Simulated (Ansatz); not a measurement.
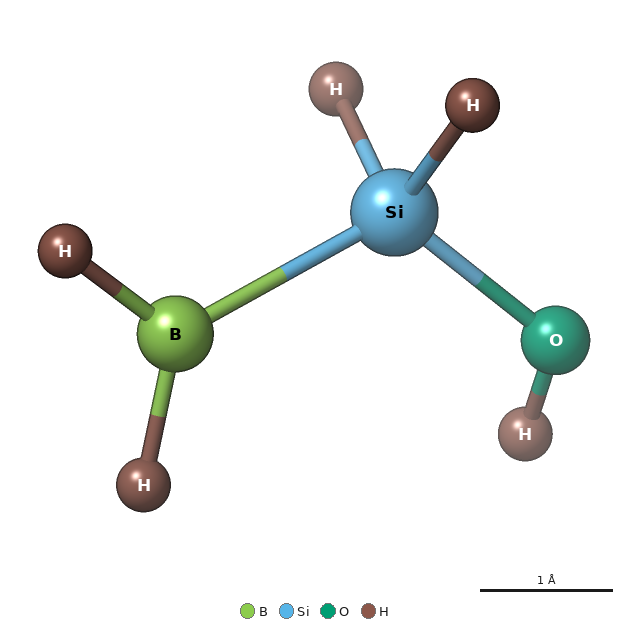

Distant atoms are faded towards the background colour. Computed geometry: PBE0-D4/def2-TZVP optimisation. No frequency run is at hand to confirm it as a minimum. Masses are those of the most abundant isotopes; constants are for the rigid equilibrium geometry.

Q: What kind of rotor is it, and what are its rotational constants in MHz?

A: An asymmetric top (C1): A = 21184, B = 6328, C = 5202 MHz. Ray's parameter κ is −0.86, close to the prolate limit.
